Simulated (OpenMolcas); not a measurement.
**Multiconfigurational calculation for Os⁵⁺**

System: Os⁵⁺.
Method: state-averaged SS-CASPT2, IPEA shift 0.25, imaginary shift 0.1 hartree, closed shells 5s 5p correlated, active space 3 electrons in the shells 5d 6d, basis ANO-R2, X2C scalar Hamiltonian, spin-orbit coupling by RASSI with atomic mean-field integrals (OpenMolcas).

Log (extracts):
```
--- CASPT2 ---
Orbital specifications:
      -----------------------

      Symmetry species                           1   2
                                                ag  au
      Frozen orbitals                           14  16
      Inactive orbitals                          1   3
      Active orbitals                           10   0
      Secondary orbitals                        17  20
      Deleted orbitals                           0   0
      Number of basis functions                 42  39
Type of calculation                        MS-CASPT2
      Fock operator                              state-specific
      IPEA shift                                 0.25
      Real shift                                 0.00
      Imaginary shift                            0.10
      The input orbitals will be transformed to quasi-canonical
Reference energy:      -17244.9051203301
      E2 (Non-variational):      -0.2374516246
      Shift correction:          -0.0000647676
      E2 (Variational):          -0.2375163921
      Total energy:          -17245.1426367222
      Residual norm:              0.0000002821
      Reference weight:           0.96458
      Contributions to the CASPT2 correlation energy
      Active & Virtual Only:         -0.0126001981
      One Inactive Excited:          -0.1099408700
      Two Inactive Excited:          -0.1149105564
Reference energy:      -17244.9051203301
      E2 (Non-variational):      -0.2372748240
      Shift correction:          -0.0000645335
      E2 (Variational):          -0.2373393576
      Total energy:          -17245.1424596877
      Residual norm:              0.0000002772
      Reference weight:           0.96465
      Contributions to the CASPT2 correlation energy
      Active & Virtual Only:         -0.0125783982
      One Inactive Excited:          -0.1098345738
      Two Inactive Excited:          -0.1148618521
::    CASPT2 Root  1     Total energy: -17245.14263672
::    CASPT2 Root  2     Total energy: -17245.14245969
::    CASPT2 Root  3     Total energy: -17245.14380949
::    CASPT2 Root  4     Total energy: -17245.14238277
::    CASPT2 Root  5     Total energy: -17245.14343276
::    CASPT2 Root  6     Total energy: -17245.14200601
::    CASPT2 Root  7     Total energy: -17245.14176408
::    CASPT2 Root  8     Total energy: -17245.09059718
::    CASPT2 Root  9     Total energy: -17245.09058581
::    CASPT2 Root 10     Total energy: -17245.09058739
::    MS-CASPT2 Root  1     Total energy: -17245.14414204
::    MS-CASPT2 Root  2     Total energy: -17245.14352813
::    MS-CASPT2 Root  3     Total energy: -17245.14291820
::    MS-CASPT2 Root  4     Total energy: -17245.14243675
::    MS-CASPT2 Root  5     Total energy: -17245.14209517
::    MS-CASPT2 Root  6     Total energy: -17245.14187415
::    MS-CASPT2 Root  7     Total energy: -17245.14152119
::    MS-CASPT2 Root  8     Total energy: -17245.09059366
::    MS-CASPT2 Root  9     Total energy: -17245.09058064
::    MS-CASPT2 Root 10     Total energy: -17245.09057199
--- CASPT2 ---
Orbital specifications:
      -----------------------

      Symmetry species                           1   2
                                                ag  au
      Frozen orbitals                           14  16
      Inactive orbitals                          1   3
      Active orbitals                           10   0
      Secondary orbitals                        17  20
      Deleted orbitals                           0   0
      Number of basis functions                 42  39
Type of calculation                        MS-CASPT2
      Fock operator                              state-specific
      IPEA shift                                 0.25
      Real shift                                 0.00
      Imaginary shift                            0.10
      The input orbitals will be transformed to quasi-canonical
Reference energy:      -17244.8376642658
      E2 (Non-variational):      -0.2474305104
      Shift correction:          -0.0001109724
      E2 (Variational):          -0.2475414828
      Total energy:          -17245.0852057487
      Residual norm:              0.0000005527
      Reference weight:           0.96026
      Contributions to the CASPT2 correlation energy
      Active & Virtual Only:         -0.0196653283
      One Inactive Excited:          -0.1115927641
      Two Inactive Excited:          -0.1161724181
Reference energy:      -17244.8376642658
      E2 (Non-variational):      -0.2474705890
      Shift correction:          -0.0001119779
      E2 (Variational):          -0.2475825669
      Total energy:          -17245.0852468327
      Residual norm:              0.0000005467
      Reference weight:           0.96023
      Contributions to the CASPT2 correlation energy
      Active & Virtual Only:         -0.0196667510
      One Inactive Excited:          -0.1116343442
      Two Inactive Excited:          -0.1161694938
::    CASPT2 Root  1     Total energy: -17245.08520575
::    CASPT2 Root  2     Total energy: -17245.08524683
::    CASPT2 Root  3     Total energy: -17245.08523098
::    CASPT2 Root  4     Total energy: -17245.08521568
::    CASPT2 Root  5     Total energy: -17245.08526344
::    CASPT2 Root  6     Total energy: -17245.08524338
::    CASPT2 Root  7     Total energy: -17245.08515310
::    CASPT2 Root  8     Total energy: -17245.08520959
::    CASPT2 Root  9     Total energy: -17245.08527011
::    CASPT2 Root 10     Total energy: -17245.06452307
::    CASPT2 Root 11     Total energy: -17245.06472870
::    CASPT2 Root 12     Total energy: -17245.06469087
::    CASPT2 Root 13     Total energy: -17245.06454700
::    CASPT2 Root 14     Total energy: -17245.06410316
::    CASPT2 Root 15     Total energy: -17245.06418007
::    CASPT2 Root 16     Total energy: -17245.06435261
::    CASPT2 Root 17     Total energy: -17245.06401713
::    CASPT2 Root 18     Total energy: -17245.06433234
::    CASPT2 Root 19     Total energy: -17245.06457283
::    CASPT2 Root 20     Total energy: -17245.06414170
::    CASPT2 Root 21     Total energy: -17245.07614990
::    CASPT2 Root 22     Total energy: -17245.07616212
::    CASPT2 Root 23     Total energy: -17245.07618267
::    CASPT2 Root 24     Total energy: -17245.06161781
::    CASPT2 Root 25     Total energy: -17245.06138027
::    CASPT2 Root 26     Total energy: -17245.06150545
::    CASPT2 Root 27     Total energy: -17245.06143649
::    CASPT2 Root 28     Total energy: -17245.06146204
::    CASPT2 Root 29     Total energy: -17245.01510695
::    CASPT2 Root 30     Total energy: -17245.01518523
```

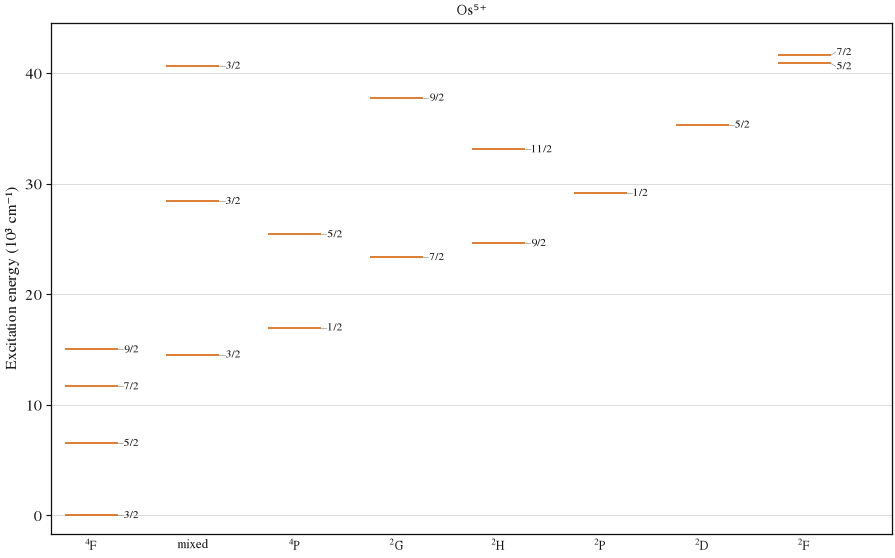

Figure 1. Level diagram of Os⁵⁺. The lowest level is 5d³ ⁴F₃/₂. The first excited level, 5d³ ⁴F₅/₂, lies at 6,510 cm⁻¹. The ground term spreads over 15,000 cm⁻¹ in the order J = 3/2, 5/2, 7/2, 9/2, a normal multiplet. All levels drawn have even parity, so no electric dipole line joins them. The leading LS term holds 73 % of a level on average, 82 % of the ground level. The ground level has g = 0.491. Spin-orbit coupling puts the ground level 13,500 cm⁻¹ below the lowest spin-free term.

```csv
Configuration,Level,E (cm⁻¹)
5d³,⁴F₃/₂,0
5d³,⁴F₅/₂,"6,512"
5d³,⁴F₇/₂,"11,640"
5d³,"J = 3/2 (even, mixed)","14,530"
5d³,⁴F₉/₂,"14,990"
5d³,⁴P₁/₂,"16,970"
5d³,²G₇/₂,"23,340"
5d³,²H₉/₂,"24,610"
5d³,⁴P₅/₂,"25,390"
5d³,"J = 3/2 (even, mixed)","28,410"
5d³,²P₁/₂,"29,140"
5d³,²H₁₁/₂,"33,080"
5d³,²D₅/₂,"35,310"
5d³,²G₉/₂,"37,760"
5d³,"J = 3/2 (even, mixed)","40,650"
5d³,²F₅/₂,"40,880"
5d³,²F₇/₂,"41,590"
```

Input file:
```
&GATEWAY
Coord
1

Os 0.0 0.0 0.0
Basis=ANO-R2
Group=XYZ
NoMove
AngMom=0.0 0.0 0.0
AMFI
&SEWARD
&RASSCF
FileOrb=start.orb
Symmetry=1
Spin=4
nActEl=3 0 0
Inactive=15 19
Ras2=5 0
CIRoot=10 10 1
SDav=10
CIMx=300
Iter=120 100
PrWF=0.3
OrbListing=Nothing
MaxOrb=0
Atom
>>> COPY $Project.JobIph JOBPRE
&RASSCF
FileOrb=start.orb
Symmetry=1
Spin=4
nActEl=3 0 0
Inactive=15 19
Ras2=10 0
CIRoot=10 10 1
SDav=120
CIMx=300
Iter=120 100
PrWF=0.3
OrbListing=Nothing
MaxOrb=0
Atom
>>> COPY $Project.JobIph JOB001
&RASSCF
FileOrb=start.orb
Symmetry=1
Spin=2
nActEl=3 0 0
Inactive=15 19
Ras2=10 0
CIRoot=40 40 1
SDav=330
CIMx=300
Iter=120 100
PrWF=0.3
OrbListing=Nothing
MaxOrb=0
Atom
>>> COPY $Project.JobIph JOB002
&RASSI
NrOfJobIphs=2 10 40
1 2 3 4 5 6 7 8 9 10
1 2 3 4 5 6 7 8 9 10 11 12 13 14 15 16 17 18 19 20 21 22 23 24 25 26 27
28 29 30 31 32 33 34 35 36 37 38 39 40
IphNames
JOB001
JOB002
EJob
SpinOrbit
DIPRint=1.0
SOCoupling=1000.0
Subsets=2
MEES
Property=10
'ANGMOM' 1 'ANGMOM' 2 'ANGMOM' 3 'MLTPL  1' 1 'MLTPL  1' 2 'MLTPL  1' 3
'AMFI' 1 'AMFI' 2 'AMFI' 3 'MLTPL  2' 6
SOProperty=3
'ANGMOM' 1 'ANGMOM' 2 'ANGMOM' 3
>>> COPY JOB001 $Project.JobIph
&CASPT2
Multistate=10 1 2 3 4 5 6 7 8 9 10
Frozen=14 16
IPEA=0.25
Imaginary=0.1
MaxIter=60
WThr=0.0 0.3 0.05
PrWF=0.5
NoMix
>>> COPY JOB002 $Project.JobIph
&CASPT2
Multistate=40 1 2 3 4 5 6 7 8 9 10 11 12 13 14 15 16 17 18 19 20 21 22
23 24 25 26 27 28 29 30 31 32 33 34 35 36 37 38 39 40
Frozen=14 16
IPEA=0.25
Imaginary=0.1
MaxIter=60
WThr=0.0 0.3 0.05
PrWF=0.5
NoMix
```

The file start.orb holds starting orbitals from an earlier step. A driver script formed the levels outside the program, from RASSI's spin-orbit matrix and the CASPT2 energies (for multi-state variants, the effective Hamiltonian), averaged over the components of each term or state. The log and the time are those of the CASPT2 step.

Command:
```bash
OMP_NUM_THREADS=1 MOLCAS_MEM=1689 MOLCAS_PROJECT=a pymolcas a.inp > a.log  # once for each step of the input, in one work folder
```

Summary:

```
                                 quantity                                                     value
                                  outcome  converged; degenerate states are split by up to 449 cm⁻¹
                             lowest level                                                 5d³ ⁴F₃/₂
                      first excited level                   5d³ ⁴F₅/₂, 6,512 cm⁻¹ (measured: 6,397)
      energy of the lowest spin-free term                                      −17245.14264 hartree
    energy of the lowest spin-orbit level                                      −17245.20435 hartree
                CASPT2 correlation energy                                           −0.2375 hartree
largest spread among components of a term                                                448.9 cm⁻¹
                  lowest reference weight                                                     0.947
                                 hardware                                 1 CPU thread, shared host
                                wall time                                                   5.3 min
```

Remarks:

The components of ⁴F, which symmetry makes degenerate, are split by 449 cm⁻¹ in CASPT2, and those of 3 more by over 50 cm⁻¹. This is an artefact; the levels of such states rest on averages and are uncertain by about as much. The run is of multi-state type; this report uses its single-state energies. To bear in mind: extra active shells serve correlation only, their own levels not computed; only configurations of the active space are included.
